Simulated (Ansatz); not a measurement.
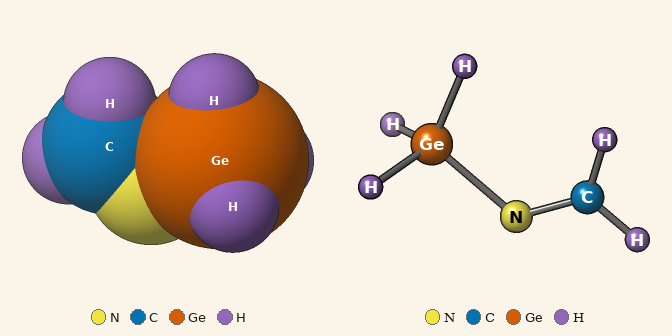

Two views of one molecule.

The geometry was computed by an optimisation with PBE0-D4/def2-TZVP. No frequency run is at hand to confirm it as a minimum.

What is the molecular formula?

CH5GeN, 8 atoms: 1 carbon, 5 hydrogen, 1 germanium and 1 nitrogen.

How many atoms are distinct by symmetry?

7: 1 N, 1 C, 1 Ge, 1 H, 1 H, 2 H, 1 H.

The parts below concern this one geometry. Atoms keep their numbers from picture to picture.

## Dipole moment

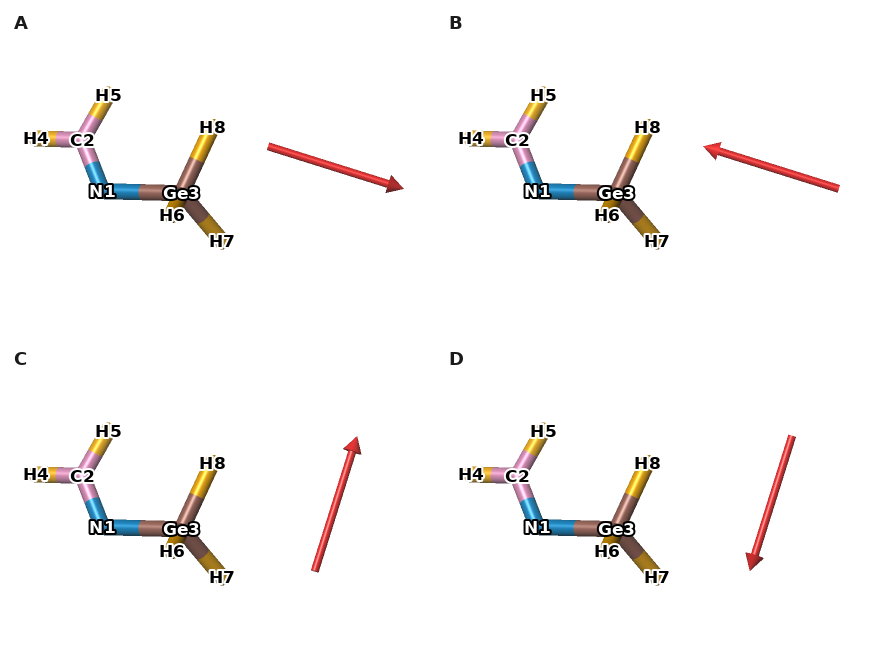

The same molecule four times, each with an arrow. No frequency run is at hand to confirm it as a minimum. Properties computed with RKS PBE0-D4/def2-TZVP (Ansatz 0.2.0).

Which arrow points along the dipole moment, from the negative to the positive end?

C. The dipole moment is 1.39 D; it points from the side of H6, H7 to the side of H5, H8 (the outermost atoms at the two ends).

## Electronic properties

No frequency run is at hand to confirm it as a minimum. Method: RKS PBE0-D4/def2-TZVPP (Ansatz 0.2.0).

Computed properties:

- HOMO energy (Kohn–Sham orbital): −7.10 eV
- LUMO energy (Kohn–Sham orbital): −0.68 eV
- HOMO–LUMO gap: 6.42 eV
- dispersion correction: −10.4 kJ/mol

## Charges

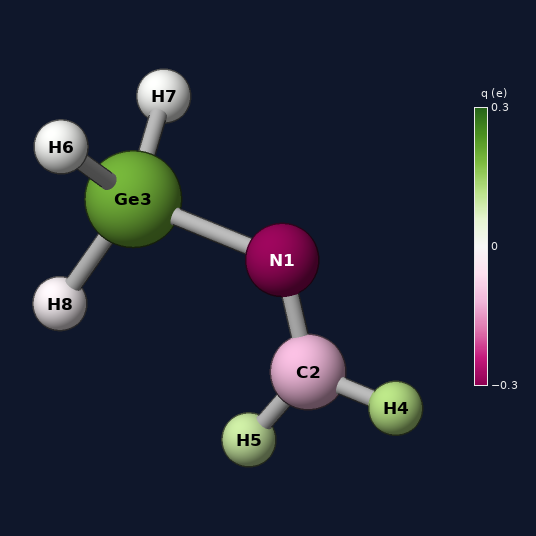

Atoms are coloured by their Mulliken charges. No frequency run is at hand to confirm it as a minimum. Properties computed with RKS PBE0-D4/def2-TZVP (Ansatz 0.2.0).

Give the Mulliken charges atom by atom.

| atom | value (e) |
| --- | --- |
| N1 | −0.29 |
| C2 | −0.11 |
| Ge3 | 0.19 |
| H4 | 0.12 |
| H5 | 0.10 |
| H6 | 0.00 |
| H7 | 0.00 |
| H8 | −0.02 |

Mulliken values depend strongly on the basis set and can even reverse the polarity of a bond.
